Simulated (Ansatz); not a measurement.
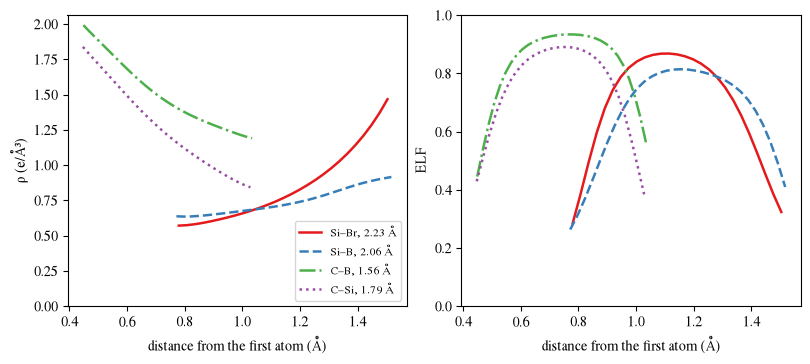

Figure. C2H6BBrSi (SMILES C[Si]1(Br)BC1). Total electron density and electron localisation function along straight lines between neighbouring atoms. The curves leave out the atomic cores.

All numbers below come from Ansatz, SCF PBE0, Gaussian basis.

```yaml
atoms:
  - { symbol: C, position_ang: [-1.2880, -1.1427, -0.0268] }
  - { symbol: Si, position_ang: [0.4278, -0.5485, 0.1932] }
  - { symbol: Br, position_ang: [1.5373, -1.3378, 1.9568] }
  - { symbol: B, position_ang: [0.4501, 1.4976, 0.4088] }
  - { symbol: C, position_ang: [1.0987, 0.7706, -0.8109] }
  - { symbol: H, position_ang: [-1.9610, -0.6833, 0.7859] }
  - { symbol: H, position_ang: [-1.3528, -2.2040, -0.0280] }
  - { symbol: H, position_ang: [-1.6804, -0.7017, -1.0152] }
  - { symbol: H, position_ang: [0.0537, 2.4764, 1.0395] }
  - { symbol: H, position_ang: [0.5888, 0.9406, -1.7415] }
  - { symbol: H, position_ang: [2.1911, 0.8758, -0.7412] }
```

Q: What can be read from the curves?

A: Si–Br (2.23 Å): ρ is about 0.74 e/Å³ halfway; the ELF peaks at about 0.85 between the atoms, as expected for a polar covalent bond.
Si–B (2.06 Å): ρ is about 0.68 e/Å³ halfway; the ELF peaks at about 0.80 between the atoms; a shared electron pair.
C–B (1.56 Å): ρ is about 1.4 e/Å³ halfway; the ELF peaks at about 0.95 between the atoms (a covalent bond).
C–Si (1.79 Å): ρ at the midpoint is about 0.99 e/Å³; the ELF peaks at about 0.90 between the atoms (localised, covalent bonding).
